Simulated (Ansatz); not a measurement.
BSiNH₄O: several calculations on one system

**1. Relaxation**

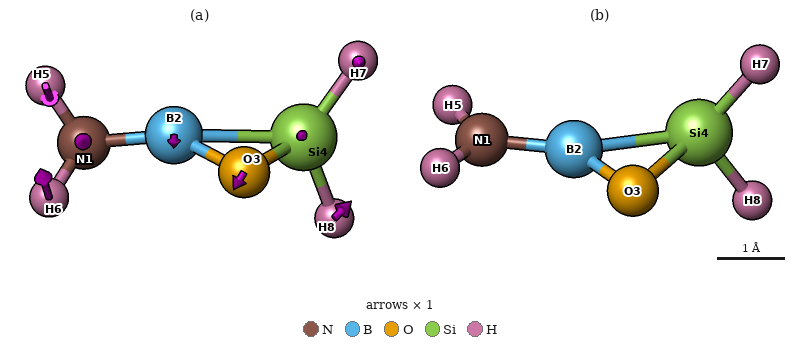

The structure of BSiNH$_{4}$O before (left) and after (right) a relaxation, at one scale. The purple arrows give the displacements, at their true length.

The picture is a ball-and-stick view, seen at a tilt.

The run prepares an end point of a later path (torsion) calculation, from a guessed geometry.

The calculation used RKS PBE0-D4/6-31G in Ansatz. Set-up: no spin polarisation; force threshold 0.015 eV/Å; at most 40 steps.

> What changed between the two?

Over 7 geometry steps the energy falls by 50.6 kcal/mol. Largest force component: 6.7 eV/Å at the start, 0.0093 eV/Å at the end. The largest moves after the best rigid fit, 0.71 Å, are those of H5 and H6. By element the largest moves are H 0.71 Å, N 0.36 Å, O 0.33 Å, B 0.22 Å, Si 0.17 Å. Among the contacts that change: O3–Si4 1.639 → 1.894 Å, N1–H6 1.084 → 1.009 Å, B2–O3 1.443 → 1.374 Å, Si4–H7 1.432 → 1.501 Å. Among the angles between lasting bonds that change: H7–Si4–H8 124.5° → 110.3°, O3–B2–Si4 54.2° → 66.6°, N1–B2–O3 148.5° → 136.6°. Groups turn about B2–O3 by about 40°.

**2. Relaxation**

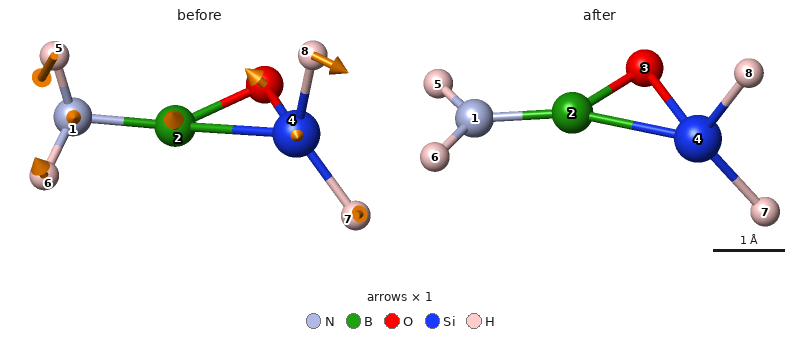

The structure of BSiNH4O before (left) and after (right) a relaxation, at one scale. The orange arrows give the displacements, at their true length.

Style: ball-and-stick. Shown at a tilt.

The run prepares an end point of a later path (torsion) calculation, from a guessed geometry.

Computed with RKS PBE0-D4/6-31G (Ansatz). Settings: no spin polarisation; force threshold 0.015 eV/Å; at most 40 steps.

> What changed between the two?

The atom that moves furthest after the best rigid fit is H5 (1.16 Å). By element the largest moves are H 1.16 Å, B 0.46 Å, O 0.39 Å, N 0.22 Å, Si 0.17 Å. Near-neighbour distances that change, for instance: O3–Si4 1.639 → 1.895 Å, N1–H6 1.084 → 1.006 Å, Si4–H7 1.432 → 1.501 Å, B2–O3 1.443 → 1.374 Å. Among the angles between lasting bonds that change: H7–Si4–H8 124.5° → 110.4°, O3–B2–Si4 54.2° → 66.7°, B2–N1–H6 110.1° → 122.5°. Groups turn about B2–O3 by about 40°. Over 9 accepted moves (10 points after the start) the energy falls by 2.285 eV. Largest force component: 5.2 eV/Å at the start, 0.0099 eV/Å at the end. The line search rejected the trial step at point 8 of the run. The run took 47 s on 1 thread of Arm Neoverse N1, on a shared host, peak memory 0.15 GiB.

**3. Path**

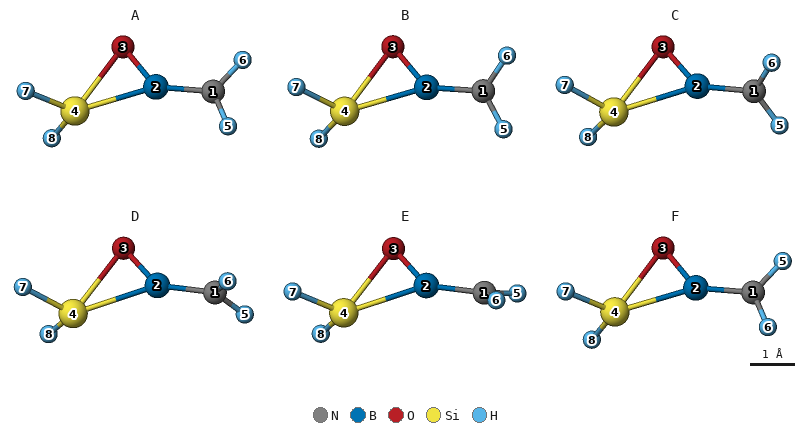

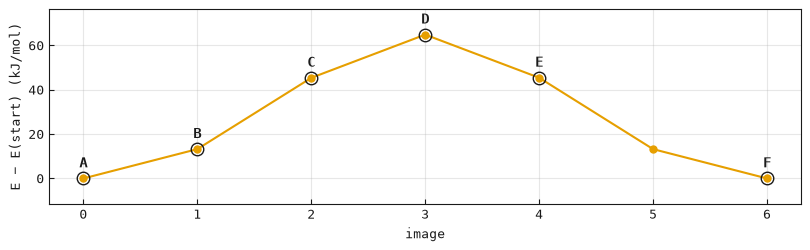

NEB run on BSiNH₄O. Images are numbered from 0 (start) to 6 (end). Frames A to F are images 0, 1, 2, 3, 4, 6. A ball-and-stick model, seen at a tilt.

Level of theory: RKS PBE0-D4/6-31G (Ansatz). Set-up: 5 movable images; climbing image; force threshold 0.05 eV/Å; iteration limit 60; starting path by image-dependent pair potential.

> Describe the mechanism and the energy profile.

The motion is a rotation about the N1–B2 bond by about 180°. No bond forms or breaks between the ends. Among the angles between lasting bonds that change up to the highest image: N1–B2–O3 136.6° → 141.6°, N1–B2–Si4 156.8° → 152.1°. The barrier is about 64.9 kJ/mol in both directions, with image 3 at the top; the ends have the same energy. The band converged in 6 iterations, with a climbing image at the top. At the top, the vibrational analysis gives one imaginary mode (529i cm⁻¹), as a transition state must have.
